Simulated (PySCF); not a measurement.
**RPA/STO-6G run of BClH2 (SMILES BCl)**

What is the vertical singlet–triplet gap of BClH2 at RPA/STO-6G? Input form: a Python script.

The results are computed with PySCF 2.14.0.

## 1. The molecule

BClH2: 4 atoms, total charge 0, spin state singlet. As SMILES, `BCl`. The shape is that of a PBE0-D4/def2-TZVP optimisation.

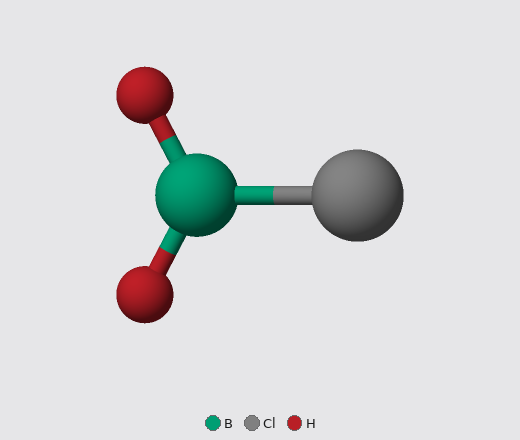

Viewed from a chosen angle; boron teal, chlorine grey, hydrogen red.

## 2. The energy at RPA/STO-6G

Contents of input.py:

```python
from pyscf import gto, scf
from pyscf.gw.rpa import RPA

mol = gto.M(
    atom='''
B     -0.220531     0.041007    -0.142296
Cl     2.579476    -0.747009     1.362870
H     -2.090415    -1.057302     0.454290
H     -0.163650     1.649353    -1.713226
''',
    basis='sto-6g',
    max_memory=1860,
    spin=0,
    unit='bohr',
    verbose=3,
)

mf = scf.RHF(mol)
mf.conv_tol = 1e-10
mf.kernel()
if not mf.converged:
    mf = mf.newton().run(mf.mo_coeff, mf.mo_occ)

rpa = RPA(mf, frozen=6)
rpa.kernel()
e_exx = mf.e_tot
e_tot = e_exx + rpa.e_corr
print('E = %.10f Eh' % e_tot)
```

Started as:

```sh
$ OMP_NUM_THREADS=1 python input.py
```

Output:

```text
converged SCF energy = -483.791962605153

WARN: Even tempered Gaussians are generated as DF auxbasis for  Cl H B

E(RPA) = -483.854766323782  E_corr = -0.0624814923192324  E_hf = -483.792284831463
E = -483.8544440975 Eh
```

Wall time 0.99 s (1 thread of Arm Neoverse V1, shared host); peak memory 0.12 GiB.

## 3. The triplet at the same level

Contents of input.py:

```python
from pyscf import gto, scf
from pyscf.gw.urpa import URPA

mol = gto.M(
    atom='''
B     -0.220531     0.041007    -0.142296
Cl     2.579476    -0.747009     1.362870
H     -2.090415    -1.057302     0.454290
H     -0.163650     1.649353    -1.713226
''',
    verbose=4,
    max_memory=1860,
    basis='sto-6g',
    spin=2,
    unit='bohr',
)

mf = scf.UHF(mol)
mf.conv_tol = 1e-10
mf.kernel()
if not mf.converged:
    mf = mf.newton().run(mf.mo_coeff, mf.mo_occ)

rpa = URPA(mf, frozen=6)
rpa.kernel()
e_exx = mf.e_tot
e_tot = e_exx + rpa.e_corr
print('E(%s) = %.9f' % ('RPA', e_tot))
```

Started as:

```sh
$ OMP_NUM_THREADS=1 python input.py
```

Output:

```text
PySCF version 2.14.0

[INPUT] num. atoms = 4
[INPUT] num. electrons = 24
[INPUT] charge = 0
[INPUT] spin (= nelec alpha-beta = 2S) = 2
[INPUT] symmetry False subgroup None
[INPUT] Mole.unit = bohr
[INPUT] Symbol           X                Y                Z      unit          X                Y                Z       unit  Magmom
[INPUT]  1 B     -0.116699979501   0.021699969888  -0.075299800405 AA   -0.220531000000   0.041007000000  -0.142296000000 Bohr   0.0
[INPUT]  2 Cl     1.364999915315  -0.395300139152   0.721199745447 AA    2.579476000000  -0.747009000000   1.362870000000 Bohr   0.0
[INPUT]  3 H     -1.106199979365  -0.559500123460   0.240399915149 AA   -2.090415000000  -1.057302000000   0.454290000000 Bohr   0.0
[INPUT]  4 H     -0.086599850567   0.872800020363  -0.906600156356 AA   -0.163650000000   1.649353000000  -1.713226000000 Bohr   0.0

[... 27 lines left out ...]
WARN: HOMO 0.13173917555766 >= LUMO -0.322787491486884
[... 58 lines left out ...]
converged SCF energy = -483.565093189677  <S^2> = 2.003513  2S+1 = 3.0023411
[... 8 lines left out ...]
WARN: Even tempered Gaussians are generated as DF auxbasis for  H B Cl
[... 10 lines left out ...]
E(RPA) = -483.630823984
```

Wall time 1.1 s (1 thread of Arm Neoverse V1, shared host); peak memory 0.12 GiB.

## 4. Results

Level: RPA/STO-6G, 6 core orbitals frozen.

| quantity | value |
| --- | --- |
| singlet: total energy | -483.85444 Eh |
| singlet: dipole moment (Hartree–Fock density) | 1.51 D |
| singlet: HOMO energy (Hartree–Fock orbitals) | -10.69 eV |
| singlet: LUMO energy (Hartree–Fock orbitals) | 5.48 eV |
| singlet: HOMO–LUMO gap (Hartree–Fock orbitals) | 16.17 eV |
| singlet: RPA correlation energy (valence) | -62.5 mEh |
| triplet: total energy | -483.63082 Eh |
| triplet: dipole moment (Hartree–Fock density) | 1.44 D |
| triplet: HOMO energy (Hartree–Fock orbitals) (highest over α and β) | -5.29 eV |
| triplet: LUMO energy (Hartree–Fock orbitals) (lowest over α and β) | -1.61 eV |
| triplet: RPA correlation energy (valence) | -65.7 mEh |
| triplet: ⟨S²⟩ | 2.004 |
| vertical energy of the triplet above the singlet | 6.085 eV |

What this shows: At this shape the triplet lies 6.09 eV (140 kcal/mol) above the singlet. Mulliken charges (triplet) of the mean-field density run from -0.08 on B1 to +0.10 on Cl2; they depend strongly on the basis.
